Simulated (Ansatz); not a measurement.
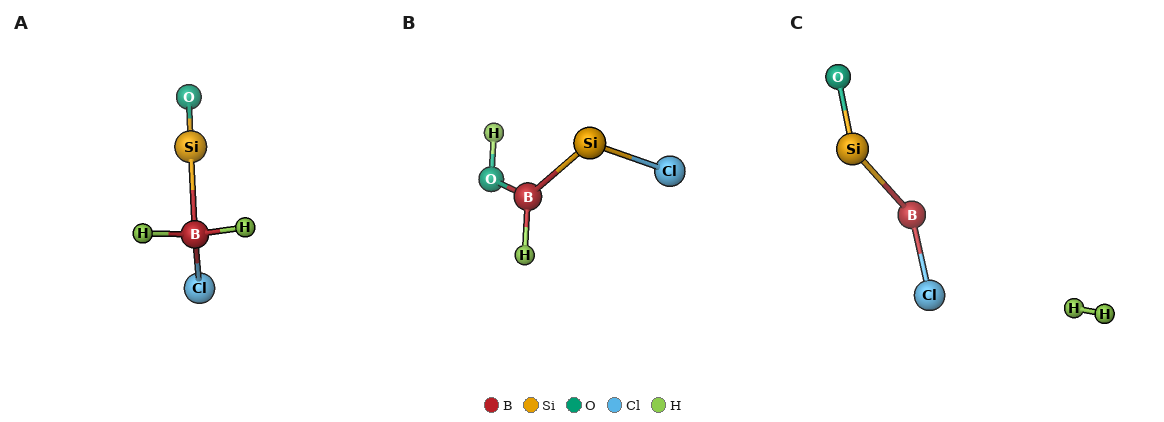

3 stationary structures of one formula. Geometries: PBE-D4/def2-SVP. Electronic energies: PBE-D4/def2-SVP (Ansatz 0.2.0), without zero-point energy. No frequency run is at hand to confirm each as a minimum.

Which structure is the most stable?

Answer. B is lowest (C1); A lies 0.216 eV above it (Cs), C lies 3.021 eV above it (C1).
